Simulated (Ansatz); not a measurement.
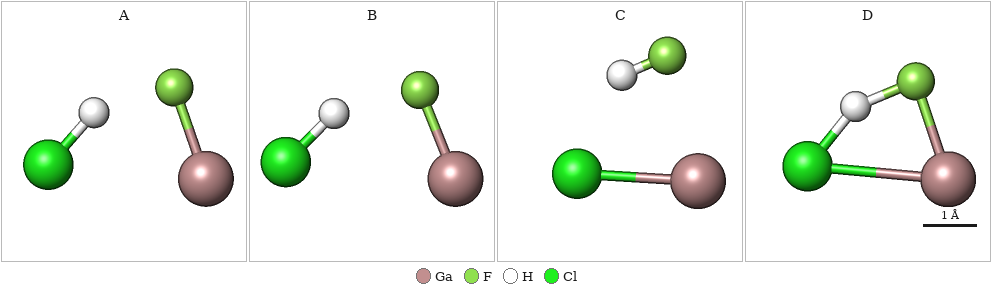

4 geometries from a converged minimum-energy path of GaHClF, shuffled. Style: ball-and-stick. Shown face on.

All numbers below come from UKS B3LYP-D4/def2-SVP (Ansatz). Run with 7 movable images; climbing image; force threshold 0.03 eV/Å; iteration limit 60; starting path through a guess of the saddle point.

Question: Which of them lies highest in energy?

Answer: D. In order along the path, whose images run from 0 to 8: B (image 0, 0.0 kcal/mol), A (image 1, +0.3 kcal/mol), D (image 3, +2.4 kcal/mol), C (image 8, −4.8 kcal/mol). Breaking: F–Ga (1.84 → 2.48 Å), Cl–H (1.32 → 2.08 Å). Forming: F–H (1.72 → 0.95 Å), Cl–Ga (3.30 → 2.34 Å).

The run took 100 s on 2 threads of Intel(R) Xeon(R) Platinum 8259CL CPU @ 2.50GHz (Skylake/Cascade Lake), with other jobs on the host, peak memory 0.21 GiB.
